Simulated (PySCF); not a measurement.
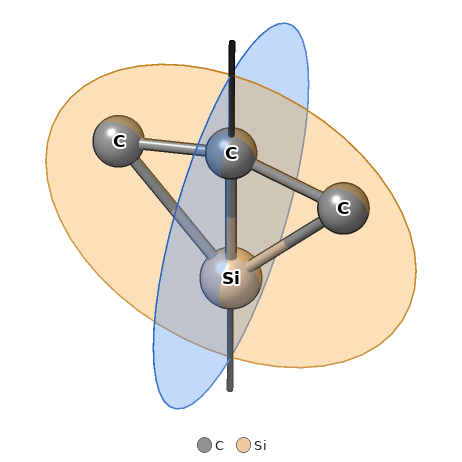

All proper rotation axes (lines) and mirror planes (discs) of the structure are drawn in. Distant atoms are faded towards the background colour. The computed structure is the end point of a PBE0-D3(BJ)/def2-SVP optimisation. No frequency run is at hand to confirm it as a minimum.

Question: Name the symmetry elements and the point group.

Answer: It has 1 C2 axis and 2 mirror planes. Point group C2v. The group has 4 operations. The geometry is achiral, and symmetry allows a dipole moment.
